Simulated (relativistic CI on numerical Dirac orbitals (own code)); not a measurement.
# Zr³⁺: L2,3 absorption multiplets

Aim: the L2,3 absorption spectrum of Zr³⁺ in 5 surroundings, from the same atomic integrals.

The numbers are computed with relativistic CI on numerical Dirac orbitals (own code) version 1 (Dirac-Coulomb-Breit CI, KLI orbitals optimised for each configuration, model QED (radiative potential, 1s self-energy scaled to tabulated hydrogen-like ionisation energies), valence Slater integrals scaled by 0.9, multiplet model of core-to-valence dipole absorption), except any that are marked as measured or tabulated.

**1. What is computed**

```
ion                                            : Zr³⁺ (Zr IV)
nuclear charge                                 : 40
electrons                                      : 37
configurations                                 : [Kr] 4d → [He] 2s2 2p5 3s2 3p6 3d10 4s2 4p6 4d2
magnetising field for the dichroism, Lz and Sz : exchange field 10 meV on Sz; these come from the lowest magnetised state alone (0 K)
temperature of the isotropic spectrum          : 300 K
widths                                         : Lorentz 0.96 eV, Gauss 0.5 eV
surrounding 1                                  : free ion
surrounding 2                                  : Td, 10Dq = -11250 cm⁻¹
surrounding 3                                  : Td, 10Dq = -16700 cm⁻¹
surrounding 4                                  : D3d, 10Dq = 46550, Dsigma = 110, Dtau = -110 cm⁻¹
surrounding 5                                  : Oh, 10Dq = 13200 cm⁻¹
```

**2. Surrounding 1: free ion**

Settings of the run:

```ini
atom Zr  Z=40  charge=3  electrons=37
nucleus A=90  rms_radius_fm=4.2694
hamiltonian dirac-coulomb  breit=on  qed=on  c_scale=1
orbitals kli  potential=per-configuration
slater_scale 0.9
correlation none
mixing on
configurations
  [Kr] 4d
  [He] 2s2 2p5 3s2 3p6 3d10 4s2 4p6 4d2
end
absorption L2,3 T=300 lorentz=0.96 gauss=0.5
crystal_field free
```

**3. Surrounding 2: Td, 10Dq = -11250**

Changes to the settings of step 2:

```diff
@@ -12,2 +12,2 @@
 absorption L2,3 T=300 lorentz=0.96 gauss=0.5
-crystal_field free
+crystal_field Td 10Dq=-11250
```

**4. Surrounding 3: Td, 10Dq = -16700**

Changes to the settings of step 3:

```diff
@@ -12,2 +12,2 @@
 absorption L2,3 T=300 lorentz=0.96 gauss=0.5
-crystal_field Td 10Dq=-11250
+crystal_field Td 10Dq=-16700
```

**5. Surrounding 4: D3d, 10Dq = 46550, Dsigma = 110, Dtau = -110**

Changes to the settings of step 4:

```diff
@@ -12,2 +12,2 @@
 absorption L2,3 T=300 lorentz=0.96 gauss=0.5
-crystal_field Td 10Dq=-16700
+crystal_field D3d 10Dq=46550 Dsigma=110 Dtau=-110
```

**6. Surrounding 5: Oh, 10Dq = 13200**

Changes to the settings of step 5:

```diff
@@ -12,2 +12,2 @@
 absorption L2,3 T=300 lorentz=0.96 gauss=0.5
-crystal_field D3d 10Dq=46550 Dsigma=110 Dtau=-110
+crystal_field Oh 10Dq=13200
```

(Steps that only read results are left out.)

What does the calculation give? Wanted: highest peak, first run; ground spin; share of the lower edge; core spin-orbit splitting.

**Answer**, as computed:

| surrounding | ground S | Lz (0 K) | Sz (0 K) | centroid (eV) | share of the lower edge | up to four highest peaks (% of the highest), eV |
| --- | --- | --- | --- | --- | --- | --- |
| 1: free | 0.50 | 1.82 | -0.32 | 2250.08 | 0.731 | 2227.9 (100), 2310.8 (28), 2311.8 (28) |
| 2: Td | 0.50 | 0.16 | -0.50 | 2254.33 | 0.682 | 2227.9 (100), 2310.0 (16), 2311.4 (38), 2311.9 (38) |
| 3: Td | 0.50 | 0.11 | -0.50 | 2254.50 | 0.681 | 2225.0 (23), 2228.2 (100), 2309.4 (15), 2312.4 (37) |
| 4: D3d | 0.50 | 0.99 | -0.50 | 2253.43 | 0.695 | 2224.4 (79), 2225.2 (91), 2230.9 (100), 2308.7 (41) |
| 5: Oh | 0.50 | 1.00 | -0.50 | 2252.94 | 0.698 | 2225.9 (47), 2227.3 (88), 2228.5 (100), 2311.6 (38) |

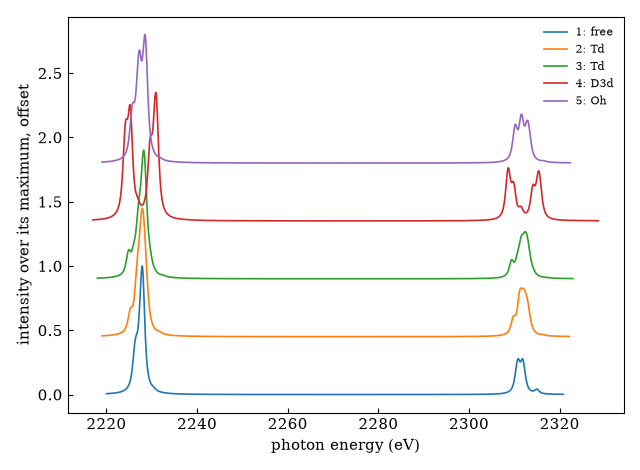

The spectra, each scaled to its maximum and offset.

| quantity | value |
| --- | --- |
| highest peak, first run | 2227.9 eV |
| ground spin (effective S from ⟨S²⟩) | 0.50 |
| share of the lower edge | 0.681 to 0.731 |
| core spin-orbit splitting (without Breit) | 87.64 eV |

The lower edge takes 0.73 of the intensity in surrounding 1, above the statistical 0.67. The position of the maximum differs by up to 3.0 eV between the surroundings, by shifts of peaks or by peaks exchanging rank. Edge positions are free-ion values and differ from those in solids by a few eV or more.
